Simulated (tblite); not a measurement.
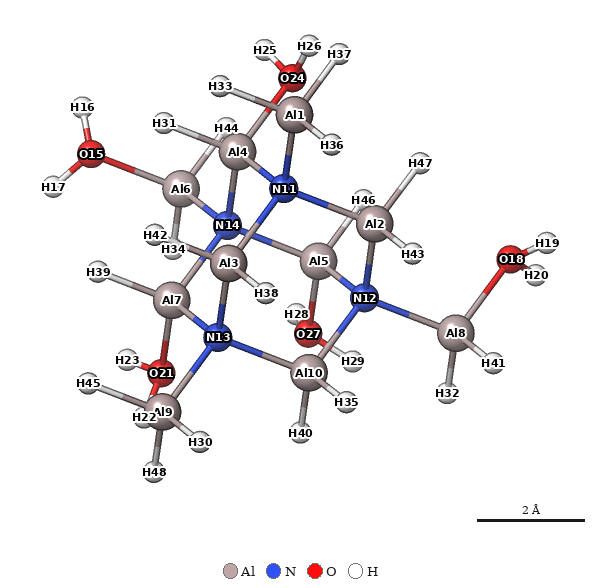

Fig. 1: The starting structure (ball-and-stick view, seen at a tilt; atoms are numbered from 1 in the order of the input). Sticks mark near contacts.

**Geometry relaxation of Al10N4H29O5 (charge −1) (part 1 of 2)**

The run: geometry relaxation of Al10N4H29O5, charge −1. Method and program: GFN2-xTB geometry optimisation, gas phase (tblite 0.8.0).

**Input**
```
{"job": {"kind": "relax", "xc": "GFN2-xTB", "basis": "xTB"}, "charge": -1, "multiplicity": 1}
Al     2.351800     2.646700    -2.030700
Al     2.343700     0.461100     0.154000
Al     0.162100     2.646200     0.161900
Al     0.156200     0.462900    -2.035300
Al     0.155900    -1.732700     0.164300
Al    -2.036400    -1.732000    -2.031700
Al    -2.033000     0.460200     0.157600
Al     2.350300    -1.728800     2.352400
Al    -2.030400     2.646400     2.350500
Al     0.154100     0.457700     2.352500
N      1.249800     1.552300    -0.936200
N      1.249400    -0.638500     1.255900
N     -0.941500     1.554200     1.260900
N     -0.935900    -0.637100    -0.936800
O     -3.115000    -0.646800    -3.108500
H     -3.125900    -0.977100    -4.034300
H     -4.044300    -0.638800    -2.782000
O      3.425400    -2.814600     1.270300
H      4.357800    -2.483600     1.262600
H      3.440500    -3.742200     1.599800
O     -3.115100    -0.617400     1.242100
H     -3.514000    -0.099300     1.977700
H     -3.846700    -1.016900     0.726800
O      1.232300    -0.625500    -3.110200
H      0.716700    -1.018900    -3.845100
H      1.967800    -0.101700    -3.506500
O     -0.922100    -2.808900     1.239900
H     -1.323700    -3.547900     0.721400
H     -0.401800    -3.211100     1.975900
H     -1.142900     3.538000     3.243500
H     -0.728600     1.348200    -2.919300
H      1.455900    -2.619300     3.240300
H      1.456800     3.537700    -2.920100
H     -2.920100    -2.621900    -1.136200
H      1.047200     1.349400     3.236800
H      3.236500     3.539800    -1.142800
H      3.235200     1.759500    -2.922300
H      1.046900     3.540100     1.047500
H     -2.921100     1.343700    -0.728300
H     -0.737000    -0.427200     3.241300
H      3.235900    -0.844700     3.243900
H     -0.726300     3.532000    -0.724500
H      3.240900     1.348600     1.046500
H     -1.141400    -2.621100    -2.920000
H     -2.925900     3.539300     1.464200
H      1.044100    -2.619000    -0.731600
H      3.238400    -0.430500    -0.728800
H     -2.922500     1.762000     3.242400
```

The first line tells a small driver script what to run in tblite; the rest is the geometry in Å.

Run as:
```bash
OMP_NUM_THREADS=2 python <driver script> task.json out
```

**Output**
```
step      E/eV     max force
  0   -1588.08646    3.258
  1   -1589.24690    2.214
  2   -1589.96281    1.685
  3   -1590.19523    0.958
  4   -1590.75333    1.192
  5   -1590.99094    1.393
  6   -1591.33154    1.119
  7   -1591.51872    0.716
  8   -1591.66295    0.581
  9   -1591.76394    0.671
 10   -1591.87774    0.884
 11   -1591.97753    0.835
 12   -1592.08360    0.672
 13   -1592.16388    0.988
 14   -1592.25632    0.793
 15   -1592.34506    0.659
 16   -1592.44932    0.660
 17   -1592.52165    0.598
 18   -1592.62013    0.563
 19   -1592.69059    0.783
 20   -1592.71265    0.928
 21   -1592.79959    0.546
 22   -1592.85623    0.502
 23   -1592.93341    0.502
 24   -1592.98444    0.547
 25   -1593.05060    0.677
 26   -1593.11211    0.648
 27   -1593.17201    0.475
 28   -1593.21000    0.408
 29   -1593.24903    0.378
 30   -1593.28961    0.491
 31   -1593.32932    0.462
 32   -1593.36196    0.408
 33   -1593.38959    0.468
 34   -1593.41370    0.516
 35   -1593.44051    0.407
 36   -1593.46532    0.254
 37   -1593.48692    0.249
 38   -1593.50285    0.330
 39   -1593.51739    0.324
 40   -1593.53063    0.232
 41   -1593.54310    0.189
 42   -1593.55563    0.286
 43   -1593.56952    0.262
 44   -1593.58260    0.190
 45   -1593.59424    0.207
 46   -1593.60501    0.201
 47   -1593.61532    0.189
 48   -1593.62636    0.187
 49   -1593.63941    0.179
 50   -1593.65429    0.241
 51   -1593.66976    0.240
 52   -1593.68303    0.193
 53   -1593.69324    0.181
 54   -1593.70232    0.185
 55   -1593.71049    0.180
 56   -1593.71648    0.116
 57   -1593.72184    0.108
 58   -1593.72735    0.157
 59   -1593.73369    0.181
 60   -1593.74005    0.131
 61   -1593.74562    0.129
 62   -1593.75018    0.119
 63   -1593.75466    0.147
 64   -1593.75920    0.136
 65   -1593.76365    0.112
 66   -1593.76805    0.121
 67   -1593.77297    0.122
 68   -1593.77810    0.133
 69   -1593.78292    0.155
 70   -1593.78702    0.137
 71   -1593.79072    0.126
 72   -1593.79416    0.151
 73   -1593.79786    0.111
 74   -1593.80141    0.116
 75   -1593.80516    0.139
 76   -1593.80900    0.168
 77   -1593.81290    0.162
 78   -1593.81601    0.121
 79   -1593.81889    0.119
 80   -1593.82133    0.098
 81   -1593.82407    0.111
 82   -1593.82616    0.086
 83   -1593.82843    0.091
 84   -1593.83065    0.091
 85   -1593.83302    0.121
 86   -1593.83517    0.095
 87   -1593.83695    0.113
 88   -1593.83841    0.128
 89   -1593.84002    0.096
 90   -1593.84206    0.083
 91   -1593.84372    0.076
 92   -1593.84523    0.071
 93   -1593.84650    0.061
 94   -1593.84771    0.085
 95   -1593.84894    0.095
 96   -1593.85011    0.069
 97   -1593.85119    0.055
 98   -1593.85204    0.062
 99   -1593.85285    0.077
100   -1593.85373    0.065
101   -1593.85490    0.064
102   -1593.85588    0.064
103   -1593.85681    0.060
104   -1593.85757    0.044
105   -1593.85837    0.054
106   -1593.85934    0.068
107   -1593.86047    0.077
108   -1593.86156    0.058
109   -1593.86249    0.046
110   -1593.86340    0.051
111   -1593.86441    0.081
112   -1593.86556    0.077
113   -1593.86662    0.056
114   -1593.86752    0.048
115   -1593.86832    0.061
116   -1593.86914    0.063
117   -1593.86994    0.055
118   -1593.87078    0.055
119   -1593.87175    0.065
120   -1593.87296    0.091
121   -1593.87435    0.081
122   -1593.87567    0.064
123   -1593.87681    0.052
124   -1593.87787    0.062
125   -1593.87906    0.076
126   -1593.88046    0.083
127   -1593.88211    0.093
128   -1593.88396    0.099
129   -1593.88594    0.101
130   -1593.88783    0.086
131   -1593.88972    0.074
132   -1593.89174    0.088
133   -1593.89443    0.116
134   -1593.89778    0.129
135   -1593.90147    0.133
136   -1593.90439    0.119
137   -1593.90701    0.100
138   -1593.90915    0.105
139   -1593.91175    0.116
140   -1593.91430    0.132
141   -1593.91743    0.103
142   -1593.92048    0.164
143   -1593.92359    0.097
144   -1593.92652    0.101
145   -1593.92958    0.088
146   -1593.93225    0.089
147   -1593.93470    0.087
148   -1593.93694    0.091
149   -1593.93949    0.100
150   -1593.94260    0.108
151   -1593.94670    0.123
152   -1593.95011    0.119
153   -1593.95336    0.107
154   -1593.95648    0.111
155   -1593.95944    0.133
156   -1593.96083    0.314
157   -1593.96435    0.114
158   -1593.96698    0.095
159   -1593.97052    0.099
160   -1593.97299    0.095
161   -1593.97494    0.101
162   -1593.97637    0.089
163   -1593.97764    0.063
164   -1593.97898    0.074
165   -1593.98065    0.064
166   -1593.98234    0.072
167   -1593.98389    0.077
168   -1593.98533    0.079
169   -1593.98679    0.084
170   -1593.98803    0.070
171   -1593.98900    0.058
172   -1593.98982    0.064
173   -1593.99075    0.067
174   -1593.99178    0.063
175   -1593.99275    0.053
176   -1593.99359    0.052
177   -1593.99433    0.051
178   -1593.99501    0.046
179   -1593.99562    0.044
180   -1593.99613    0.047
181   -1593.99659    0.045
182   -1593.99706    0.034
183   -1593.99756    0.043
184   -1593.99806    0.034
185   -1593.99851    0.040
186   -1593.99892    0.035
187   -1593.99933    0.039
188   -1593.99973    0.041
189   -1594.00009    0.036
190   -1594.00044    0.036
191   -1594.00082    0.035
192   -1594.00125    0.041
193   -1594.00171    0.041
194   -1594.00220    0.033
195   -1594.00274    0.046
196   -1594.00339    0.050
197   -1594.00409    0.044
198   -1594.00472    0.046
199   -1594.00522    0.047
200   -1594.00567    0.047
201   -1594.00614    0.044
202   -1594.00663    0.037
203   -1594.00707    0.033
204   -1594.00743    0.032
205   -1594.00779    0.033
206   -1594.00819    0.039
207   -1594.00862    0.034
208   -1594.00904    0.038
209   -1594.00946    0.039
210   -1594.00995    0.043
211   -1594.01050    0.045
212   -1594.01101    0.033
213   -1594.01143    0.030
214   -1594.01179    0.046
215   -1594.01214    0.045
216   -1594.01251    0.033
217   -1594.01290    0.033
218   -1594.01333    0.041
219   -1594.01384    0.057
220   -1594.01444    0.050
221   -1594.01496    0.043
222   -1594.01538    0.036
223   -1594.01575    0.037
224   -1594.01622    0.048
225   -1594.01683    0.044
226   -1594.01750    0.081
227   -1594.01828    0.060
228   -1594.01912    0.057
229   -1594.02010    0.059
230   -1594.02090    0.059
231   -1594.02172    0.047
232   -1594.02238    0.112
233   -1594.02343    0.075
234   -1594.02498    0.081
235   -1594.02646    0.110
236   -1594.02804    0.094
237   -1594.02913    0.191
238   -1594.03040    0.120
239   -1594.03171    0.061
240   -1594.03301    0.140
241   -1594.03472    0.157
242   -1594.03634    0.124
243   -1594.03754    0.199
244   -1594.03929    0.113
245   -1594.04082    0.070
246   -1594.04266    0.167
247   -1594.04449    0.132
248   -1594.04654    0.082
249   -1594.04831    0.211
250   -1594.05051    0.079
251   -1594.05277    0.094
252   -1594.05537    0.114
253   -1594.05749    0.095
254   -1594.06002    0.106
255   -1594.06233    0.110
256   -1594.06252    0.323
257   -1594.06567    0.115
258   -1594.06693    0.097
259   -1594.06827    0.061
260   -1594.06997    0.062
261   -1594.07114    0.069
262   -1594.07288    0.061
263   -1594.07447    0.064
264   -1594.07615    0.064
265   -1594.07765    0.066
266   -1594.07896    0.084
267   -1594.07977    0.076
268   -1594.08077    0.050
269   -1594.08168    0.058
270   -1594.08257    0.045
271   -1594.08351    0.062
272   -1594.08447    0.067
273   -1594.08535    0.065
274   -1594.08611    0.042
275   -1594.08674    0.044
276   -1594.08730    0.054
277   -1594.08787    0.047
278   -1594.08852    0.046
279   -1594.08918    0.058
280   -1594.08981    0.063
281   -1594.09040    0.062
282   -1594.09100    0.046
283   -1594.09160    0.038
284   -1594.09217    0.040
285   -1594.09269    0.067
286   -1594.09320    0.081
287   -1594.09374    0.076
288   -1594.09430    0.049
289   -1594.09482    0.045
290   -1594.09536    0.048
291   -1594.09598    0.051
292   -1594.09671    0.063
293   -1594.09743    0.048
294   -1594.09801    0.038
295   -1594.09848    0.038
296   -1594.09891    0.038
297   -1594.09939    0.036
298   -1594.09991    0.041
299   -1594.10046    0.047
300   -1594.10104    0.044
301   -1594.10166    0.049
302   -1594.10225    0.039
303   -1594.10269    0.027
304   -1594.10295    0.020
```
